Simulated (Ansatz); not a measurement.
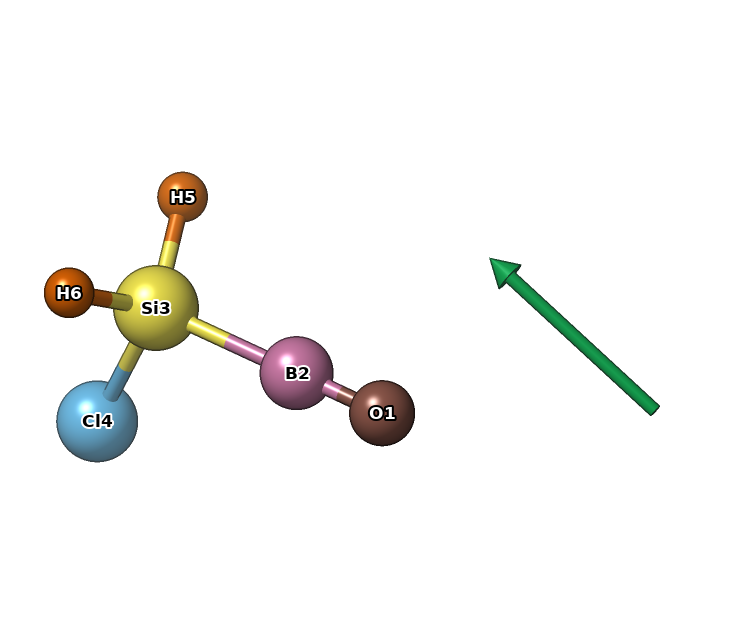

The arrow beside the molecule shows the direction of the dipole moment, from the negative to the positive end (its length means nothing). The geometry was computed by an optimisation with PBE-D4/def2-SVP. No frequency run is at hand to confirm it as a minimum. Level of theory: RKS PBE-D4/def2-SVP (Ansatz 0.2.0).

Estimate the dipole moment.

Answer. 2.52 D; it points from the side of O1 to the side of H5, H6 (the outermost atoms at the two ends).
